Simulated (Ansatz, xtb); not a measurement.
**Redistribution: C2H5I + C2H3ClF2 → CH2ClI + C3H6F2**

Species: C2H5I `CCI`, singlet; C2H3ClF2 `FCC(F)Cl`, singlet; CH2ClI (chloroiodomethane) `ClCI`, singlet; C3H6F2 `CC(F)CF`, singlet. The partners trade CH3 for Cl; both sit on C, so the bond types are kept.

Shapes, held fixed at every level: PBE0-D4/def2-TZVP. Flexible molecules stand in one conformer, not always the lowest. Programs: Ansatz 0.2.0, xtb 6.7.1. The zero-point and thermal change to 298 K, harmonic and unscaled (PBE0-D4/def2-TZVP), is -0.5 kJ/mol.

```csv
level,kind,ΔH(298 K) (kJ/mol),less CCSD(T)/def2-TZVPP,CPU time (sum over the molecules)
GFN0-xTB,semi-empirical,+3.4,-10.3,0.17 s
SPW92/def2-TZVPP,LDA,+14.4,+0.7,11 s
r2SCAN-D4/def2-TZVPP,meta-GGA,+14.7,+1.0,46 s
B3LYP-D4/def2-TZVPP,global hybrid,+11.2,-2.5,35 s
BHLYP-D4/def2-TZVPP,global hybrid,+11.3,-2.4,28 s
wB97M-V/def2-TZVPP,range-separated hybrid,+12.4,-1.3,96 s
B2PLYP/def2-TZVPP,double hybrid,+12.2,-1.5,47 s
MP2/def2-TZVPP,perturbation theory,+14.5,+0.8,–
CCSD(T)/def2-TZVPP,coupled cluster or CI,+13.7,0.0,15 min
```

The highest level, CCSD(T)/def2-TZVPP, gives ΔH(298 K) = +13.7 kJ/mol; the levels span +3.4 to +14.7. The column of differences is taken from that level and isn't an error. No measured value is set beside it here. For atoms past krypton def2 sets carry core potentials with scalar relativity. Correlated rows may include outer-core shells of I, which these sets cover unevenly. Times are processor times on shared x86 and Arm servers, and rough.

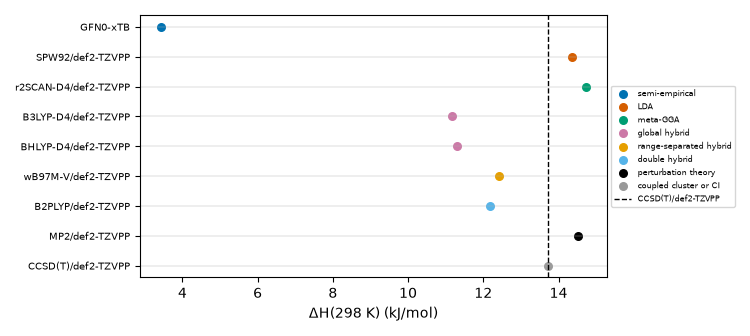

The values of the table, level by level.
